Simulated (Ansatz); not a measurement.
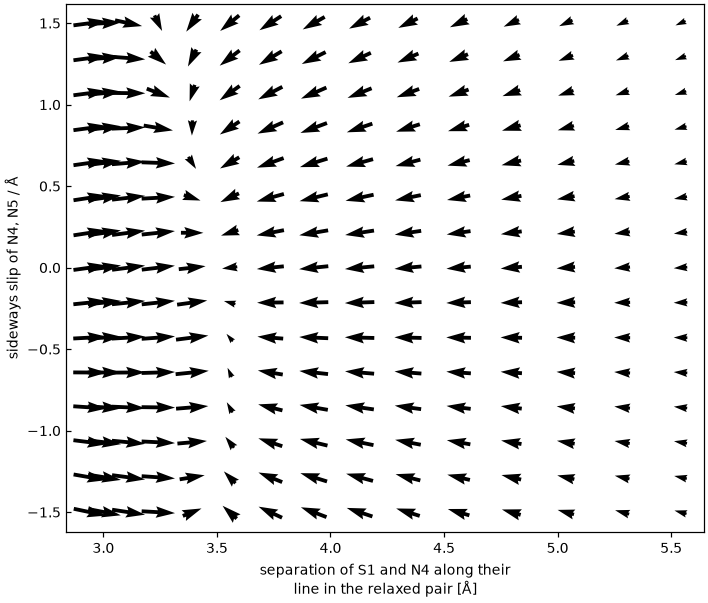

The pair H₂S···N₂. Coordinates scanned: (1) separation of S1 and N4 along their line in the relaxed pair; (2) sideways slip of N4, N5. Nothing is relaxed (both partners rigid). The grid has 15 × 15 points. Points are written as (first, second). All numbers below come from RKS PBE0-D4/def2-TZVPD in Ansatz 0.2.0.

The picture shows arrows along the force (downhill), their lengths compressed.

> The arrows alone are given. Where is the energy lowest?

The arrows converge at about (3.501 Å, −0.007 Å) (read from the interpolated surface).

The energy map of the same scan:

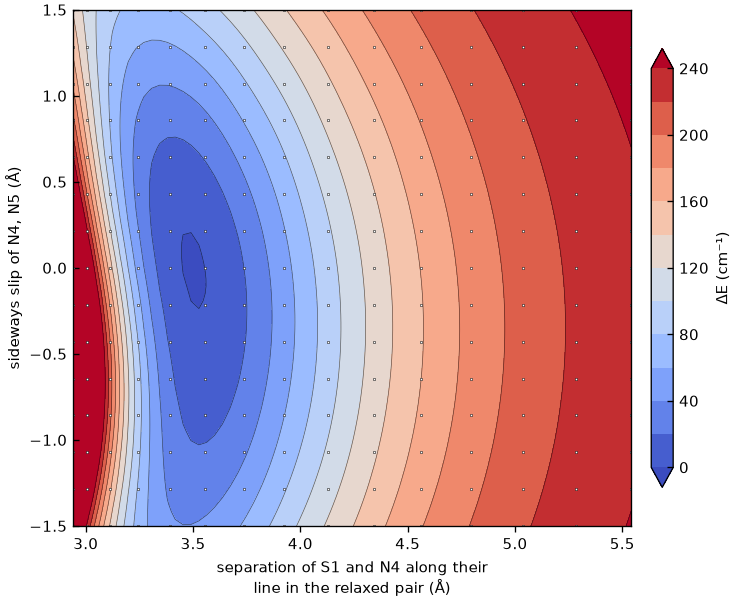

Energies are in cm⁻¹, from the lowest grid point; between grid points the surface is interpolated.
